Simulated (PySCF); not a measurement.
# C2H7BO (SMILES CBOC) at 6 levels

Wanted: a comparison of 6 runs (B3LYP/6-31G*, M06-2X/def2-SVP, PBE0/def2-SVP, B3LYP/aug-cc-pVDZ, MP2/def2-TZVP) of C2H7BO. The job is set up through a Python script.

Program for the calculation: PySCF 2.14.0.

**1. The system as given**

C2H7BO: 11 atoms, total charge 0, spin state singlet. As SMILES, `CBOC`. The shape is that of a PBE0-D4/def2-TZVP optimisation. This is one conformer, not always the lowest.

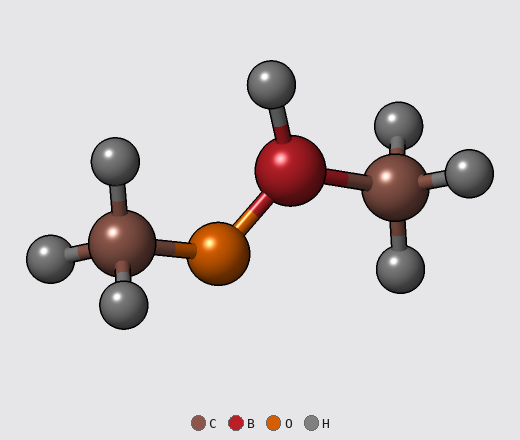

Viewed from a chosen angle; carbon brown, boron red, oxygen orange, hydrogen grey.

**2. Energy and gradient at B3LYP/6-31G(d) (spherical functions) (run 1)**

The input, job.py:

```python
import pyscf.grad
from pyscf import gto, dft

mol = gto.Mole()
mol.atom = [
    ('C', (-1.306200, 1.341700, -0.364700)),
    ('B', (-0.434700, 0.206700, 0.257100)),
    ('O', (0.626600, -0.267100, -0.425200)),
    ('C', (1.454400, -1.289700, 0.083900)),
    ('H', (-0.966000, 1.657000, -1.352600)),
    ('H', (-2.351400, 1.021300, -0.437600)),
    ('H', (-1.315700, 2.214600, 0.297900)),
    ('H', (-0.678700, -0.268200, 1.340800)),
    ('H', (1.446400, -2.133000, -0.610100)),
    ('H', (1.113800, -1.626100, 1.067400)),
    ('H', (2.476800, -0.914200, 0.163700)),
]
mol.basis = '6-31g*'
mol.spin = 0
mol.verbose = 3
mol.max_memory = 1860
mol.build()

mf = dft.RKS(mol, xc='b3lyp')
mf.conv_tol = 1e-10
mf.grids.level = 5
mf.kernel()
if not mf.converged:
    mf = mf.newton().run(mf.mo_coeff, mf.mo_occ)

e_tot = mf.e_tot
print('E = %.10f Eh' % e_tot)
grad = mf.Gradients().kernel()
mf.analyze()
```

The run is started by

```
$ OMP_NUM_THREADS=1 python job.py
```

Log:

```text
converged SCF energy = -180.542231256919
[... 19 lines left out ...]
MO #10  energy= -0.458920573938592 occ= 2
[... 11 lines left out ...]
MO #22  energy= 0.16443276756179   occ= 0
[... 11 lines left out ...]
MO #34  energy= 0.665596536470421  occ= 0
[... 11 lines left out ...]
MO #46  energy= 1.02503420327533   occ= 0
[... 11 lines left out ...]
MO #58  energy= 1.88217854386888   occ= 0
[... 11 lines left out ...]
MO #70  energy= 2.91143372434124   occ= 0
[... 12 lines left out ...]
Dipole moment(X, Y, Z, Debye):  0.65289, -0.79264,  0.39009
```

Run time: 29 s. Hardware: 1 thread of Intel Xeon at 2.70GHz, shared host; peak memory 0.72 GiB.

**3. Energy and gradient at B3LYP/6-31G(d) (Cartesian functions) (run 2)**

The input, input.py:

```python
from pyscf import gto, dft

mol = gto.M(
    atom='''
C     -1.306200     1.341700    -0.364700
B     -0.434700     0.206700     0.257100
O      0.626600    -0.267100    -0.425200
C      1.454400    -1.289700     0.083900
H     -0.966000     1.657000    -1.352600
H     -2.351400     1.021300    -0.437600
H     -1.315700     2.214600     0.297900
H     -0.678700    -0.268200     1.340800
H      1.446400    -2.133000    -0.610100
H      1.113800    -1.626100     1.067400
H      2.476800    -0.914200     0.163700
''',
    basis='6-31g*',
    max_memory=1860,
    verbose=3,
    spin=0,
    cart=True,
)

myscf = dft.RKS(mol, xc='b3lyp')
myscf.grids.level = 5
myscf.conv_tol = 1e-10
myscf.kernel()
if not myscf.converged:
    myscf = myscf.newton().run(myscf.mo_coeff, myscf.mo_occ)

energy = myscf.e_tot
print('E = %.10f Eh' % energy)
grad = myscf.nuc_grad_method().kernel()
myscf.analyze()
```

The run is started by

```
$ OMP_NUM_THREADS=1 python input.py
```

Log:

```text
converged SCF energy = -180.545049006862
[... 18 lines left out ...]
MO #9   energy= -0.46625317884711  occ= 2
[... 12 lines left out ...]
MO #22  energy= 0.164414550768241  occ= 0
[... 12 lines left out ...]
MO #35  energy= 0.676210815584481  occ= 0
[... 12 lines left out ...]
MO #48  energy= 1.23909659367434   occ= 0
[... 12 lines left out ...]
MO #61  energy= 2.12698689627668   occ= 0
[... 12 lines left out ...]
MO #74  energy= 4.30239381017467   occ= 0
[... 12 lines left out ...]
Dipole moment(X, Y, Z, Debye):  0.64984, -0.79308,  0.39492
```

Wall time 29 s (1 thread of Intel Xeon at 2.70GHz, shared host); peak memory 0.75 GiB.

Runs 3 to 4 aren't shown in full; the table further down has their settings and results.

**4. Energy and forces at B3LYP/aug-cc-pVDZ (run 5)**

The input, input.xyz:

```xyz
11
C2H7BO
C     -1.306200     1.341700    -0.364700
B     -0.434700     0.206700     0.257100
O      0.626600    -0.267100    -0.425200
C      1.454400    -1.289700     0.083900
H     -0.966000     1.657000    -1.352600
H     -2.351400     1.021300    -0.437600
H     -1.315700     2.214600     0.297900
H     -0.678700    -0.268200     1.340800
H      1.446400    -2.133000    -0.610100
H      1.113800    -1.626100     1.067400
H      2.476800    -0.914200     0.163700
```

The input, calc.py:

```python
import pyscf.grad
from pyscf import gto, dft

system = gto.M(
    atom='input.xyz',
    max_memory=1860,
    spin=0,
    basis='aug-cc-pvdz',
    charge=0,
    verbose=4,
)

ks = dft.RKS(system)
ks.xc = 'b3lyp'
ks.conv_tol = 1e-10
ks.grids.level = 5
ks.kernel()
if not ks.converged:
    ks = ks.newton().run(ks.mo_coeff, ks.mo_occ)

etot = ks.e_tot
print('E = %.10f Eh' % etot)
grad = ks.Gradients().kernel()
dip = ks.dip_moment()
pop, q = ks.mulliken_pop()
```

The run is started by

```
$ OMP_NUM_THREADS=1 python calc.py
```

Log:

```text
PySCF version 2.14.0

[... 79 lines left out ...]
converged SCF energy = -180.564349215673
[... 13 lines left out ...]
Dipole moment(X, Y, Z, Debye):  0.58034, -0.76121,  0.43526
[... 167 lines left out ...]
charge of   10H =     -0.33528
```

It took 2 min on 1 thread of Intel Xeon at 2.70GHz, shared host; peak memory 1.9 GiB.

**5. Energy and forces at MP2/def2-TZVP (run 6)**

The input, geometry.xyz:

```xyz
11
C2H7BO
C     -1.306200     1.341700    -0.364700
B     -0.434700     0.206700     0.257100
O      0.626600    -0.267100    -0.425200
C      1.454400    -1.289700     0.083900
H     -0.966000     1.657000    -1.352600
H     -2.351400     1.021300    -0.437600
H     -1.315700     2.214600     0.297900
H     -0.678700    -0.268200     1.340800
H      1.446400    -2.133000    -0.610100
H      1.113800    -1.626100     1.067400
H      2.476800    -0.914200     0.163700
```

The input, calc.py:

```python
import pyscf.grad
from pyscf import gto, mp

mol = gto.M(
    atom='geometry.xyz',
    max_memory=1860,
    verbose=4,
    basis='def2-tzvp',
    spin=0,
)

myscf = mol.RHF()
myscf.conv_tol = 1e-10
myscf.kernel()
if not myscf.converged:
    myscf = myscf.newton().run(myscf.mo_coeff, myscf.mo_occ)

pt = mp.MP2(myscf, frozen=4).run()
e_final = pt.e_tot
print('E(%s) = %.9f' % ('MP2', e_final))
grad = pt.Gradients().kernel()
myscf.analyze()
```

The run is started by

```
$ OMP_NUM_THREADS=1 python calc.py
```

Log:

```text
PySCF version 2.14.0

[... 109 lines left out ...]
MO #16  energy= -0.441126012802375 occ= 2
[... 29 lines left out ...]
MO #46  energy= 0.724002828440924  occ= 0
[... 29 lines left out ...]
MO #76  energy= 1.82131743307732   occ= 0
[... 29 lines left out ...]
MO #106 energy= 2.72171125755407   occ= 0
[... 29 lines left out ...]
MO #136 energy= 3.98769067446981   occ= 0
[... 29 lines left out ...]
MO #166 energy= 45.3662766349344   occ= 0
[... 180 lines left out ...]
Dipole moment(X, Y, Z, Debye):  0.47899, -0.79431,  0.62320
```

Run time: 2 min. Hardware: 1 thread of Intel Xeon at 2.70GHz, shared host; peak memory 1.9 GiB.

**6. Overview of the runs**

```
run                               level  Cartesian functions  integration grid  energy (Eh)  dipole moment (D) of the reference  HOMO energy (eV)  LUMO energy (eV)  wall time
  1  B3LYP/6-31G* (spherical functions)                   no                 5  -180.542231                                1.10             -7.89              0.59       29 s
  2  B3LYP/6-31G* (Cartesian functions)                  yes                 5  -180.545049                                1.10             -7.89              0.59       29 s
  3                     M06-2X/def2-SVP                   no                 5  -180.312610                                1.18             -9.66              1.49       50 s
  4                       PBE0/def2-SVP                   no                 5  -180.185920                                1.13             -8.27              0.49       32 s
  5                   B3LYP/aug-cc-pVDZ                   no                 5  -180.564349                                1.05             -8.18             -0.19      2 min
  6                       MP2/def2-TZVP                   no                 –  -180.145806                                1.12            -12.00              3.42      2 min
```

**7. Outcome**

| quantity | value |
| --- | --- |
| run 6: total energy | -180.14581 Eh |
| run 6: dipole moment (Hartree–Fock density) | 1.12 D |
| run 6: HOMO energy (Hartree–Fock orbitals) | -12.00 eV |
| run 6: LUMO energy (Hartree–Fock orbitals) | 3.42 eV |
| run 6: HOMO–LUMO gap (Hartree–Fock orbitals) | 15.43 eV |
| run 6: correlation energy (4 core orbitals frozen) | -674.0 mEh |
| run 6: largest force on an atom | 0.488 eV/Å |

**Reading.** Over runs 1, 2, 3, 4, 5 the dipole moment (its size) runs from 1.05 D (B3LYP/aug-cc-pVDZ) to 1.18 D (M06-2X/def2-SVP). The two ends differ in method and basis. Over runs 1, 2, 3, 4, 5 the HOMO–LUMO gap runs from 7.98 eV (B3LYP/aug-cc-pVDZ) to 11.15 eV (M06-2X/def2-SVP). Totals of different functionals can't be ranked against each other. All runs together took 6.4 min, the longest 2 min.
